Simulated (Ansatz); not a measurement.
Input file:

```
crystal:
  periodic: [false, false, false]
  atoms:
    - { symbol: C, position_ang: [-0.63173, 0.28072, -1.18468] }
    - { symbol: Al, position_ang: [-0.1519, 0.13697, 0.6407] }
    - { symbol: S, position_ang: [1.60557, -1.26122, 1.18772] }
    - { symbol: H, position_ang: [-1.7469, 0.24226, -1.22386] }
    - { symbol: H, position_ang: [-0.40101, 1.33925, -1.4604] }
    - { symbol: H, position_ang: [-0.43405, 0.63533, 2.16342] }
    - { symbol: H, position_ang: [1.76002, -1.37331, -0.12291] }
total_charge: -1
basis:
  gaussian: { orbitals: def2-SVP }
hamiltonian:
  xc: pbe
  dispersion: d4
relax:
  f_tol: 0.015
  max_steps: 40
output:
  orbitals: {}
```

Run with:

```sh
ansatz run input.yaml --threads 1 --pin off --max-ram 2048MiB --backend cpu --events-out ev --progress --plain --runs-dir out
```

The fields are those of the relaxed geometry.

The highest occupied orbital lies above zero, a sign that basis and functional describe the outermost electron poorly.

The calculation used RKS PBE-D4/def2-SVP (Ansatz).

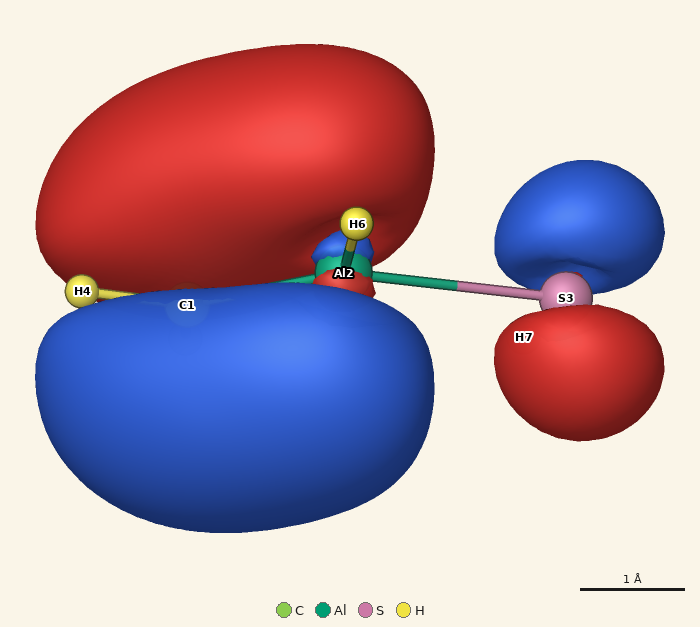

CH₄AlS (charge −1). The HOMO at ±0.06 Å⁻³ᐟ² (red and blue are the two phases), seen from one side.

Question: Describe this orbital and give its energy.

Answer: It lies mainly on C1 (about 55 %) and Al2 (about 30 %); it changes sign across the molecular plane (π type); π-bonding across C1–Al2. Its energy is 1.34 eV.
